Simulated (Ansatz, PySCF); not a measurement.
C2H2 (SMILES C#C) and GeH4 (SMILES [GeH4]) are pulled apart as rigid monomers along the line of their centres of mass, from the B3LYP-D3(BJ)/def2-TZVP minimum. Starting geometry (charge 0, multiplicity 1):
```xyz
9

C      0.05906     0.53008    -0.26258
C     -0.10873    -0.65430    -0.22625
H      0.20758     1.58186    -0.29306
H     -0.25794    -1.70579    -0.19013
Ge     0.02115     0.04976     3.48999
H     -0.75481    -1.18504     3.01091
H      0.00309     0.09187     5.02802
H     -0.64325     1.32065     2.94288
H      1.47420    -0.02854     3.00342
```

Interaction energies with rigid monomers; basis-set methods are counterpoise corrected unless marked otherwise.

Rows in 6-31G* carry no dispersion term and start afresh at each structure (6-31G* with six Cartesian d functions); the Pople sets are all-electron and without relativity. MP2/6-31G* freezes PySCF's default core, which leaves 3d correlated.

Programs: Ansatz (a quantum-chemistry and plane-wave program); PySCF for 6-31G* rows, the dispersion terms. Each number belongs to the level named beside it.

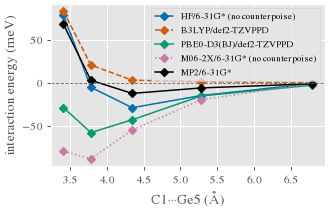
Fig. 1. Interaction energy against separation

Q: Which level binds most strongly at C1···Ge5 = 3.78, and by how much?

A: M06-2X/6-31G* (no counterpoise), -88 meV.
